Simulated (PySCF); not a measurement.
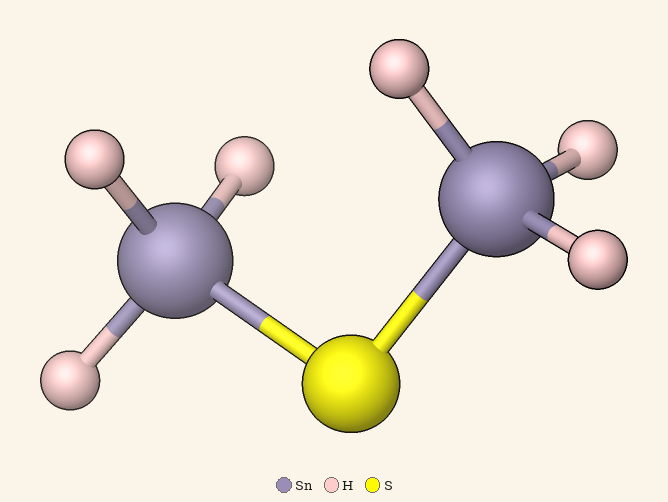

Computed geometry: PBE0-D3(BJ)/def2-SVP optimisation. No frequency run is at hand to confirm it as a minimum.

Give the structural formula.

SMILES: [SnH3][S][SnH3]

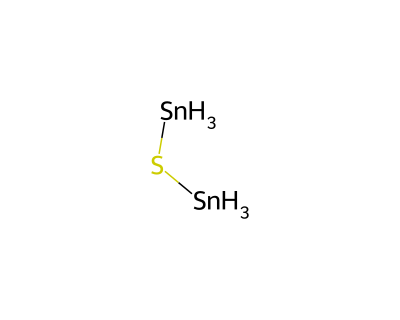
